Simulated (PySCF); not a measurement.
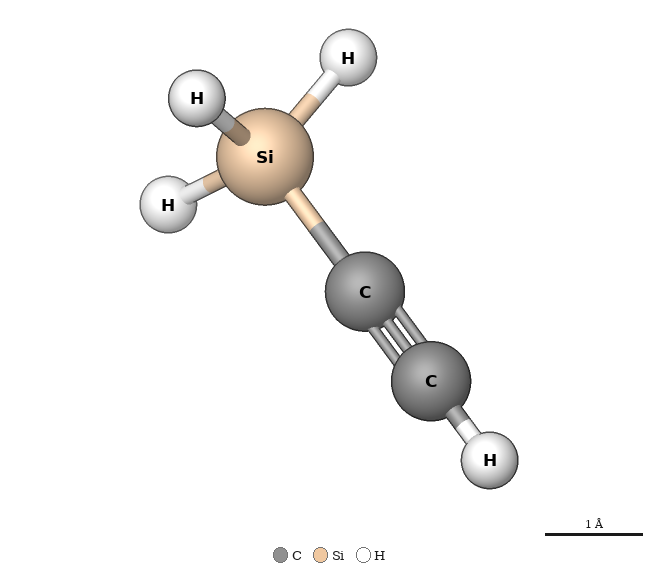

Rendered structure (ball-and-stick style). Multiple sticks mark multiple bonds (one Kekulé form).

> Give the formula.

C2H4Si, 7 atoms: 2 carbon, 4 hydrogen and 1 silicon.

> How many bonds of each kind are drawn?

3 Si–H, 1 C–C, 1 C–Si, 1 C–H.

More results for the same structure follow; atom numbers are the same in all pictures, views and colours differ. Computed geometry: PBE0-D3(BJ)/def2-SVP optimisation. No frequency run is at hand to confirm it as a minimum.

## Shape

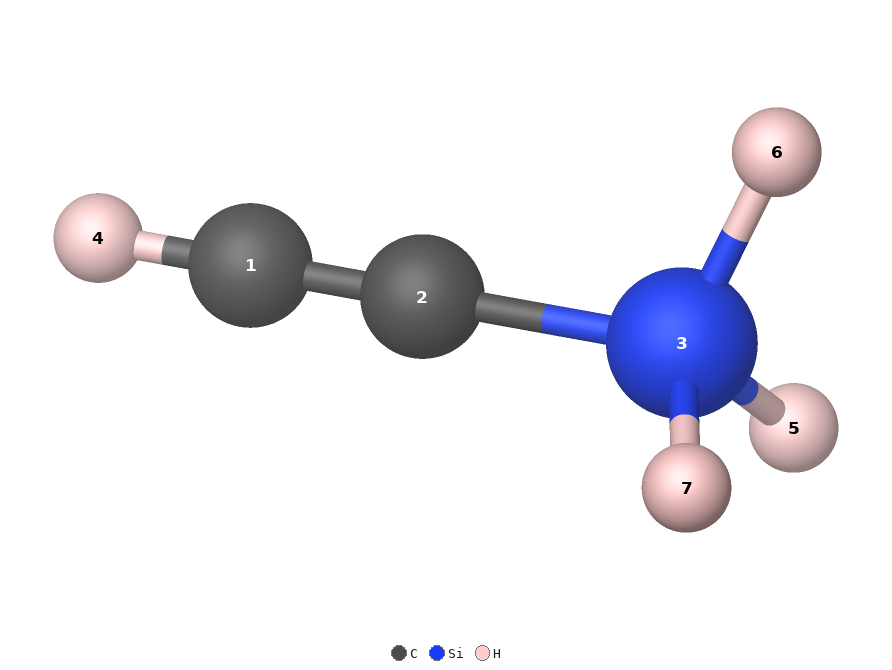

Numbered structure. No frequency run is at hand to confirm it as a minimum.

Which atoms are bonded, and how long are the bonds?

```
  bond  length (Å)   order
 C1–C2       1.217  triple
 C1–H4       1.076  single
C2–Si3       1.834  single
Si3–H5       1.492  single
Si3–H6       1.492  single
Si3–H7       1.492  single
```

## Electronic properties

No frequency run is at hand to confirm it as a minimum. Method: ωB97X-D/def2-SVPD, gas phase (PySCF 2.14.0). Excitations: vertical, linear response.

Computed properties:

- dipole moment: 0.41 D
- HOMO energy (Kohn–Sham orbital): −10.17 eV
- LUMO energy (Kohn–Sham orbital): 1.64 eV
- HOMO–LUMO gap: 11.81 eV
- mean static polarisability: 50.7 bohr³
- lowest vertical singlet excitation: 6.03 eV
- its oscillator strength: 0.000
- brightest of the 10 lowest singlets: 8.66 eV
- its oscillator strength: 0.82

## NMR shielding

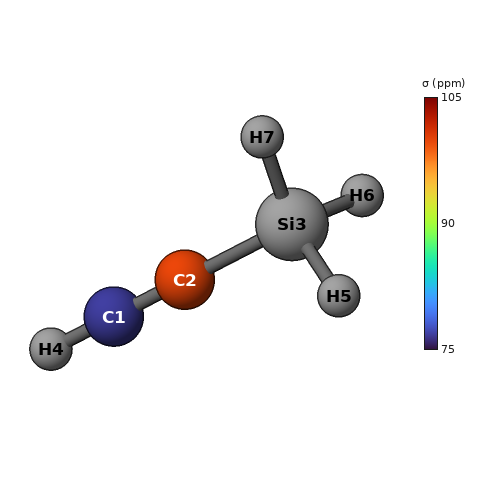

Atoms are coloured by their isotropic NMR shieldings (C only, the others grey). No frequency run is at hand to confirm it as a minimum. Level of theory: GIAO PBE0/pcSseg-2 NMR shielding, non-relativistic, gas phase (PySCF 2.14.0).

List the isotropic NMR shieldings of the C atoms.

```json
{"atom": "C1", "σ (ppm)": "76.9"}
{"atom": "C2", "σ (ppm)": "100.0"}
```

## Core levels

No frequency run is at hand to confirm it as a minimum. Properties computed with delta-SCF UKS SCAN, pcX-2 on the ionised atom, pcseg-1 elsewhere, spin-free X2C (PySCF 2.14.0).

Give the core-electron binding energies (to vacuum; p and d levels without spin–orbit splitting) of C1 1s, C2 1s, Si3 1s, Si3 2p.

```json
{"atom": "C1", "level": "1s", "binding energy (eV)": "290.7"}
{"atom": "C2", "level": "1s", "binding energy (eV)": "290.5"}
{"atom": "Si3", "level": "1s", "binding energy (eV)": "1847.2"}
{"atom": "Si3", "level": "2p", "binding energy (eV)": "107.6"}
```
